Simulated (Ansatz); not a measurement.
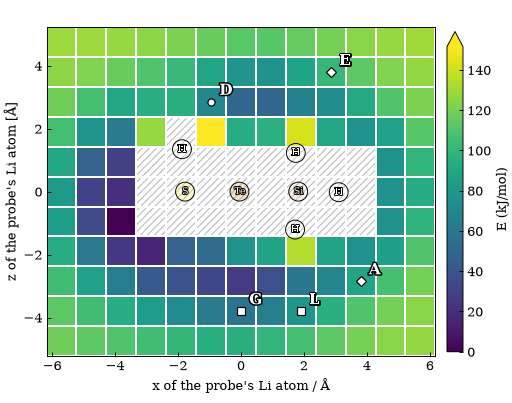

H₄SSiTe (SMILES [SiH3][Te]S) with the probe Li+. The probe is moved over the plane through the molecule's long axis and the normal of its main plane. Coordinates scanned: (1) x of the probe's Li atom; (2) z of the probe's Li atom. Nothing is relaxed (molecule and probe rigid). Grid: 13 × 11 points. At 25 points there is no value (left out of the scan, as a rule where atoms come close). Points are written as (first, second). All energies are given in kJ/mol relative to the lowest grid point. Energies and slopes of some neighbouring points disagree (a jump in structure or state, or too coarse a mesh). Method: RKS B3LYP-D4/def2-SVP in Ansatz.

In the figure: one coloured cell a grid point, labelled circles for the molecule's atoms, projected on the plane, one colour for all values above the top of the scale, hatched blanks where no value was computed, lettered points.

**Is G the lowest point of the computed grid?**

No. G lies 58 kJ/mol above the lowest grid point, which is at (−3.80 Å, −0.95 Å) [nearest 1 S at 2.32 Å].

**Rank the lettered points by energy, lowest first.**

G (58 kJ/mol), D (70 kJ/mol), L (80 kJ/mol), A (89 kJ/mol), E (102 kJ/mol).
